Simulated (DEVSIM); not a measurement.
System: illuminated Si n-on-p cell, one wavelength, at 400 K.

```
layer (left to right)  material  thickness (μm)  Nd (cm⁻³)  Na (cm⁻³)  τn (s)  τp (s)  absorption coefficient (cm⁻¹)
---------------------  --------  --------------  ---------  ---------  ------  ------  -----------------------------
1                            Si           0.730     1.5e18          -  7.2e-6  1.4e-7                          11000
2                            Si             110          -     1.1e17  8.2e-6  8.2e-6                          11000
```

Left contact: ohmic, minority hole recombination velocity 5000 cm/s. Right contact: ohmic, minority electron recombination velocity 20000 cm/s. Voltage is applied to the left contact. Recombination: SRH at mid-gap, radiative, Auger. Light enters at the left, 2.5e17 photons cm⁻² s⁻¹, one pass, no reflection. Mobility is constant in doping.

The device is made up for the run: typed textbook-type constants, with dimensions and the other settings drawn at random. Values at 300 K; Nc and Nv go as T^1.5, mobilities as T to minus their exponent, the gap by Varshni's rule with the affinity fixed.

```
parameter               Si
----------------  --------
gap (eV)             1.124
affinity (eV)         4.05
permittivity          11.7
Nc (cm⁻³)          2.86e19
Nv (cm⁻³)           3.1e19
μn (cm²/Vs)           1417
μp (cm²/Vs)            470
T exponent of μn       2.3
T exponent of μp       2.2
B (cm³/s)          4.7e-15
Cn (cm⁶/s)         2.8e-31
Cp (cm⁶/s)         9.9e-32
Varshni α (eV/K)  0.000473
Varshni β (K)          636
```

Simulated with DEVSIM: 1D drift-diffusion, Boltzmann statistics, complete ionisation; no tunnelling, impact ionisation, image-force lowering or self-heating.

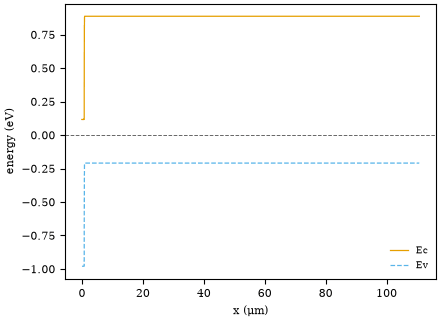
Figure: Band edges at zero bias, in the dark

Energies count from the Fermi level of the right contact; mesh points crowd at the junctions.

```json
[
 {"x (μm)": "0.000", "Ec (eV)": "0.116", "Ev (eV)": "-0.980", "n (cm⁻³)": "1.5e18", "p (cm⁻³)": "2.1e7", "field (V/cm)": "≈ 0"},
 {"x (μm)": "0.03609", "Ec (eV)": "0.116", "Ev (eV)": "-0.980", "n (cm⁻³)": "1.5e18", "p (cm⁻³)": "2.1e7", "field (V/cm)": "≈ 0"},
 {"x (μm)": "0.1227", "Ec (eV)": "0.116", "Ev (eV)": "-0.980", "n (cm⁻³)": "1.5e18", "p (cm⁻³)": "2.1e7", "field (V/cm)": "≈ 0"},
 {"x (μm)": "0.3175", "Ec (eV)": "0.116", "Ev (eV)": "-0.980", "n (cm⁻³)": "1.5e18", "p (cm⁻³)": "2.1e7", "field (V/cm)": "≈ 0"},
 {"x (μm)": "0.6160", "Ec (eV)": "0.116", "Ev (eV)": "-0.980", "n (cm⁻³)": "1.5e18", "p (cm⁻³)": "2.1e7", "field (V/cm)": "≈ 0"},
 {"x (μm)": "0.6976", "Ec (eV)": "0.117", "Ev (eV)": "-0.980", "n (cm⁻³)": "1.5e18", "p (cm⁻³)": "2.1e7", "field (V/cm)": "80"},
 {"x (μm)": "0.7300", "Ec (eV)": "0.202", "Ev (eV)": "-0.895", "n (cm⁻³)": "1.3e17", "p (cm⁻³)": "2.6e8", "field (V/cm)": "150000"},
 {"x (μm)": "0.7911", "Ec (eV)": "0.794", "Ev (eV)": "-0.302", "n (cm⁻³)": "4.3e9", "p (cm⁻³)": "7.4e15", "field (V/cm)": "46000"},
 {"x (μm)": "0.9147", "Ec (eV)": "0.887", "Ev (eV)": "-0.209", "n (cm⁻³)": "2.9e8", "p (cm⁻³)": "1.1e17", "field (V/cm)": "19"},
 {"x (μm)": "1.240", "Ec (eV)": "0.887", "Ev (eV)": "-0.209", "n (cm⁻³)": "2.9e8", "p (cm⁻³)": "1.1e17", "field (V/cm)": "≈ 0"},
 {"x (μm)": "2.070", "Ec (eV)": "0.887", "Ev (eV)": "-0.209", "n (cm⁻³)": "2.9e8", "p (cm⁻³)": "1.1e17", "field (V/cm)": "≈ 0"},
 {"x (μm)": "5.345", "Ec (eV)": "0.887", "Ev (eV)": "-0.209", "n (cm⁻³)": "2.9e8", "p (cm⁻³)": "1.1e17", "field (V/cm)": "≈ 0"},
 {"x (μm)": "12.56", "Ec (eV)": "0.887", "Ev (eV)": "-0.209", "n (cm⁻³)": "2.9e8", "p (cm⁻³)": "1.1e17", "field (V/cm)": "≈ 0"},
 {"x (μm)": "31.01", "Ec (eV)": "0.887", "Ev (eV)": "-0.209", "n (cm⁻³)": "2.9e8", "p (cm⁻³)": "1.1e17", "field (V/cm)": "≈ 0"},
 {"x (μm)": "80.92", "Ec (eV)": "0.887", "Ev (eV)": "-0.209", "n (cm⁻³)": "2.9e8", "p (cm⁻³)": "1.1e17", "field (V/cm)": "≈ 0"},
 {"x (μm)": "99.08", "Ec (eV)": "0.887", "Ev (eV)": "-0.209", "n (cm⁻³)": "2.9e8", "p (cm⁻³)": "1.1e17", "field (V/cm)": "≈ 0"},
 {"x (μm)": "106.2", "Ec (eV)": "0.887", "Ev (eV)": "-0.209", "n (cm⁻³)": "2.9e8", "p (cm⁻³)": "1.1e17", "field (V/cm)": "≈ 0"},
 {"x (μm)": "109.0", "Ec (eV)": "0.887", "Ev (eV)": "-0.209", "n (cm⁻³)": "2.9e8", "p (cm⁻³)": "1.1e17", "field (V/cm)": "≈ 0"},
 {"x (μm)": "110.2", "Ec (eV)": "0.887", "Ev (eV)": "-0.209", "n (cm⁻³)": "2.9e8", "p (cm⁻³)": "1.1e17", "field (V/cm)": "≈ 0"},
 {"x (μm)": "110.5", "Ec (eV)": "0.887", "Ev (eV)": "-0.209", "n (cm⁻³)": "2.9e8", "p (cm⁻³)": "1.1e17", "field (V/cm)": "≈ 0"},
 {"x (μm)": "110.7", "Ec (eV)": "0.887", "Ev (eV)": "-0.209", "n (cm⁻³)": "2.9e8", "p (cm⁻³)": "1.1e17", "field (V/cm)": "≈ 0"},
 {"x (μm)": "110.7", "Ec (eV)": "0.887", "Ev (eV)": "-0.209", "n (cm⁻³)": "2.9e8", "p (cm⁻³)": "1.1e17", "field (V/cm)": "≈ 0"}
]
```
